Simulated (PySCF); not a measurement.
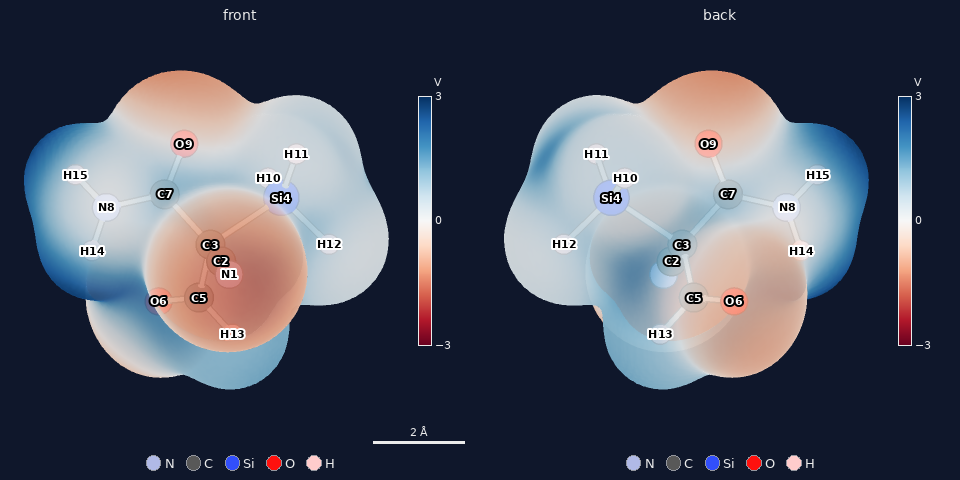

The picture shows: C$_{4}$H$_{6}$N$_{2}$O$_{2}$Si. The molecular electrostatic potential painted on the density surface at 0.002 e/bohr³, seen from the front and from behind; the colour scale runs from red (negative) to blue (positive).

Geometry: GFN2-xTB.

Computed with PBE0/def2-SVPD, SCF density, gas phase in PySCF 2.14.0.

Input

```
{"job": {"kind": "uv", "xc": "PBE0", "basis": "def2-SVPD", "nstates": 8, "ntriplets": 3}, "charge": 0, "multiplicity": 1}
N     -0.069960     1.956675    -2.082114
C     -0.118387     1.107451    -1.315378
C     -0.157685     0.058848    -0.356919
Si    -1.656057     0.431615     0.880010
C     -0.294020    -1.271432    -0.985707
O      0.359690    -2.241610    -0.699645
C      0.953170     0.183567     0.653258
N      2.188295    -0.168293     0.296333
O      0.649385     0.611533     1.756479
H     -1.630575    -0.605842     1.894241
H     -1.587969     1.830229     1.257011
H     -2.828109     0.234050     0.010234
H     -1.092803    -1.315089    -1.748920
H      2.362316    -0.644017    -0.572809
H      2.918294    -0.159695     0.992014
```

Command:

```sh
OMP_NUM_THREADS=1 python probes_run.py task.json out
```

Describe the electrostatic potential map.

The most negative region (about −1.6 V, or −37 kcal/mol for a unit charge) lies over N1, the most positive (about +2.7 V, or +62 kcal/mol for a unit charge) over H14 and H15. N1 is the likeliest acceptor of a hydrogen bond.

How polar is the molecule by this calculation?

Its dipole moment is 2.13 D.
